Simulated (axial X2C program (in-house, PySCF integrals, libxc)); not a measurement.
# In₂⁺: EOM-EA-CCSD levels

Wanted for In₂⁺: EOM-EA-CCSD levels, at the two-component level.

Method: two-component X2C with atomic mean-field terms, In dyall-acv3z; program: an in-house X2C program for linear molecules on PySCF integrals.

All values are calculated.

## Step 1: Input

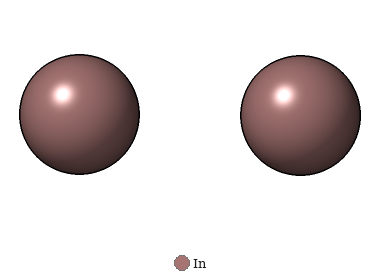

The two atoms at 2.840 Å (indium brown).

The input, task.json:

```json
{
 "zs": [
  49,
  49
 ],
 "q": 1,
 "bas": [
  "dyall-acv3z",
  "dyall-acv3z"
 ],
 "r0": 2.84,
 "eom": "ea",
 "thr": -1.0,
 "nmax": 92,
 "grid": [
  1,
  0.96,
  1.045,
  0.92,
  1.09,
  1.15
 ]
}
```

Keys: zs atomic numbers; q charge; bas basis sets; r0 starting distance in Å; eom kind of EOM run; thr threshold in hartree for freezing inner shells (an s shell follows its p shell); nmax most natural virtual spinors; grid distances as factors.

On the command line:

```
> python soeom.py task.json out
```

Nuclei are Gaussian, cores are contracted, and the Gaunt term is on.

## Step 2: EOM-EA-CCSD at 3.610 Å

Reference: the closed shell In₂²⁺; 4 electrons correlated, 92 virtual spinors; roots sought by Ω: 1/2: 5, 3/2: 4, 5/2: 2, 7/2: 1.

Output:

```text
two-component X2C + atomic mean field  HF
basis functions 290  fitting functions 1496  grid points 5806
iter        total energy     max residual
   1     -11751.142406365     2.37e-01
   2     -11751.177416645     5.01e-03
   3     -11751.178198575     1.23e-03
   4     -11751.178257592     2.48e-04
   5     -11751.178261192     1.00e-04
   6     -11751.178261701     1.50e-05
   7     -11751.178261720     6.99e-06
   8     -11751.178261722     1.02e-06
   9     -11751.178261722     1.91e-07
converged
one-electron -16837.02282985  Coulomb 5057.26979586  exact exchange -316.82726931  xc functional 0.00000000  nuclear repulsion 351.95415053  atomic mean-field constant -6.55210895
correlated 4  virtual 388  natural virtual 92  E(MP2) -0.050474486  MP2 remainder -0.003918806
iter   CCSD correlation   residual
   1     -0.058805741   1.31e-01
   2     -0.065597033   5.43e-02
   3     -0.065857429   7.58e-03
   4     -0.065890233   1.74e-03
   5     -0.065890445   5.81e-04
   6     -0.065886202   2.09e-04
   7     -0.065888219   5.22e-05
   8     -0.065888096   1.76e-05
   9     -0.065888089   6.21e-06
(T) -0.000504973  T1 0.0047  D1 0.0051  max T2 0.083
EOM-EA-CCSD roots
2*Omega      energy/Eh   energy/eV  one-particle weight
    1      -0.37859522    -10.3021      0.950
    1      -0.35684685     -9.7103      0.951
    1      -0.31371762     -8.5367      0.938
    1      -0.26560828     -7.2276      0.888
    1      -0.21746360     -5.9175      0.000
    3      -0.35100310     -9.5513      0.952
    3      -0.30696104     -8.3528      0.939
    3      -0.21240623     -5.7799      0.001
    3      -0.18170533     -4.9445      0.884
    5      -0.20937728     -5.6974      0.002
    5      -0.18139800     -4.9361      0.889
    7      -0.13311488     -3.6222      0.000
```

T1 in the output is the amplitude norm over the root of the electron number; divide by √2 for the Lee–Taylor value.

```csv
Ω,binding energy (eV),above lowest (cm⁻¹),spinor,weight
1/2,10.302,0,90% In pσ,0.95
1/2,9.710,4770,90% In pπ,0.95
3/2,9.551,6060,90% In pπ,0.95
1/2,8.537,14240,86% In pπ,0.94
3/2,8.353,15720,86% In pπ,0.94
1/2,7.228,24800,"74% In pσ, 8% In dσ",0.89
3/2,4.944,43210,96% In dδ,0.88
5/2,4.936,43280,96% In dδ,0.89
```

Run time: 6 s. Hardware: 1 thread of Intel Xeon Platinum 8124M at 3.00GHz (Skylake/Cascade Lake), shared host; peak memory 0.75 GiB.

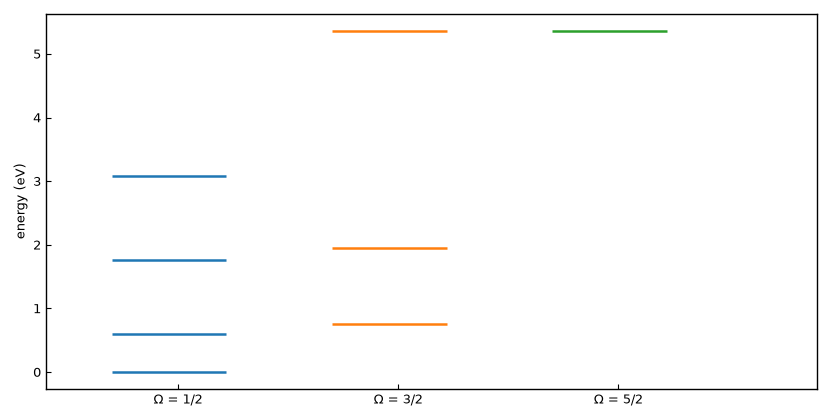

The roots by Ω, from the lowest.

## Step 3: EOM-EA-CCSD at 3.466 Å

```csv
Ω,binding energy (eV),above lowest (cm⁻¹),spinor,weight
1/2,10.437,0,90% In pσ,0.95
1/2,9.898,4350,90% In pπ,0.95
3/2,9.737,5650,90% In pπ,0.95
1/2,8.581,14970,84% In pπ,0.93
3/2,8.396,16460,82% In pπ,0.93
1/2,7.150,26510,"70% In pσ, 10% In dσ",0.86
5/2,5.025,43650,96% In dδ,0.88
```

Wall time 10 s (1 thread of Intel Xeon Platinum 8124M at 3.00GHz (Skylake/Cascade Lake), shared host); peak memory 0.8 GiB.

## Step 4: EOM-EA-CCSD at 3.772 Å

```csv
Ω,binding energy (eV),above lowest (cm⁻¹),spinor,weight
1/2,10.147,0,92% In pσ,0.95
1/2,9.515,5100,92% In pπ,0.95
3/2,9.358,6370,92% In pπ,0.95
1/2,8.485,13410,88% In pπ,0.94
3/2,8.303,14880,88% In pπ,0.94
1/2,7.309,22900,"78% In pσ, 7% In dσ",0.91
5/2,4.841,42800,96% In dδ,0.90
```

Run time: 10 s. Hardware: 1 thread of Intel Xeon Platinum 8124M at 3.00GHz (Skylake/Cascade Lake), shared host; peak memory 0.8 GiB.

## Step 5: EOM-EA-CCSD at 3.321 Å

```csv
Ω,binding energy (eV),above lowest (cm⁻¹),spinor,weight
1/2,10.567,0,90% In pσ,0.95
1/2,10.100,3770,90% In pπ,0.95
3/2,9.936,5090,88% In pπ,0.95
1/2,8.625,15660,"80% In pπ, 6% In dπ",0.93
3/2,8.438,17170,"80% In pπ, 7% In dπ",0.93
1/2,7.070,28200,"68% In pσ, 11% In dσ",0.82
5/2,5.119,43940,96% In dδ,0.87
```

Wall time 11 s (1 thread of Intel Xeon Platinum 8124M at 3.00GHz (Skylake/Cascade Lake), shared host); peak memory 0.8 GiB.

## Step 6: EOM-EA-CCSD at 3.935 Å

```csv
Ω,binding energy (eV),above lowest (cm⁻¹),spinor,weight
1/2,9.991,0,92% In pσ,0.95
1/2,9.334,5300,92% In pπ,0.95
3/2,9.178,6560,92% In pπ,0.95
1/2,8.431,12580,90% In pπ,0.95
3/2,8.252,14030,90% In pπ,0.95
1/2,7.380,21060,80% In pσ,0.92
1/2,5.621,35250,78% In sσ,0.96
5/2,4.750,42280,96% In dδ,0.90
```

It took 10 s on 1 thread of Intel Xeon Platinum 8124M at 3.00GHz (Skylake/Cascade Lake), shared host; peak memory 0.82 GiB.

## Step 7: EOM-EA-CCSD at 4.152 Å

```csv
Ω,binding energy (eV),above lowest (cm⁻¹),spinor,weight
1/2,9.784,0,92% In pσ,0.95
1/2,9.115,5400,92% In pπ,0.96
3/2,8.959,6660,92% In pπ,0.96
1/2,8.359,11500,92% In pπ,0.95
3/2,8.183,12910,92% In pπ,0.95
1/2,7.458,18760,84% In pσ,0.94
1/2,5.531,34300,80% In sσ,0.97
5/2,4.634,41540,98% In dδ,0.91
```

It took 12 s on 1 thread of Intel Xeon Platinum 8124M at 3.00GHz (Skylake/Cascade Lake), shared host; peak memory 0.82 GiB.

## Step 8: Curves of the states

Energies in eV from the lowest point of the lowest state; states are followed by energy order within each Ω.

```csv
R (Å),(1)Ω=1/2,(2)Ω=1/2,(1)Ω=3/2,(3)Ω=1/2,(2)Ω=3/2,(4)Ω=1/2,(2)Ω=5/2
3.321,0.0670,0.5342,0.6980,2.0090,2.1958,3.5639,5.5146
3.466,0.0177,0.5572,0.7181,1.8738,2.0588,3.3042,5.4294
3.610,0.0000,0.5918,0.7508,1.7654,1.9493,3.0745,5.3660
3.772,0.0052,0.6377,0.7949,1.6679,1.8495,2.8439,5.3119
3.935,0.0292,0.6862,0.8422,1.5892,1.7684,2.6403,5.2709
4.152,0.0794,0.7490,0.9047,1.5050,1.6806,2.4054,5.2294
```

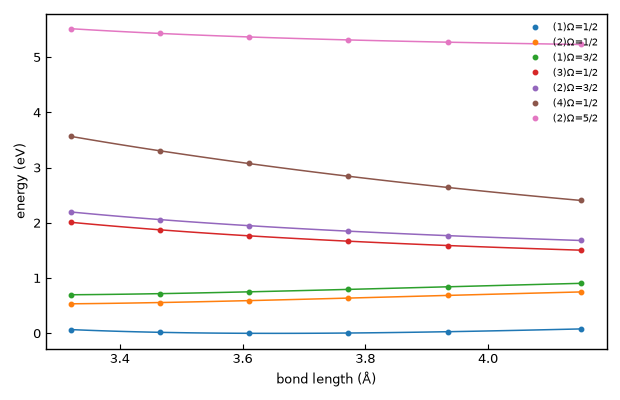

The states along the bond.

Constants where the minimum is well bracketed (masses 114.904 and 114.904 u):

```csv
state,Te (cm⁻¹),Re (Å),ωe (cm⁻¹)
(1)Ω=1/2,0,3.651,66.3
```

## Step 9: Outcome

```
                     quantity                            value
       lowest root at 3.610 Å               Ω = 1/2, 10.302 eV
next root led by one particle  Ω = 1/2, about 4770 cm⁻¹ higher
          T1 of the reference                            0.003
      lowest state, Re and ωe               3.651 Å, 66.3 cm⁻¹
```

What this shows: The added electron is bound by 10.30 eV in a spinor of 90% In pσ. Errors of 0.1 to 0.3 eV are usual at this size, and roots led by higher excitations are left out, so the list is incomplete, and low states of that kind can be missing. g and u states are not told apart.
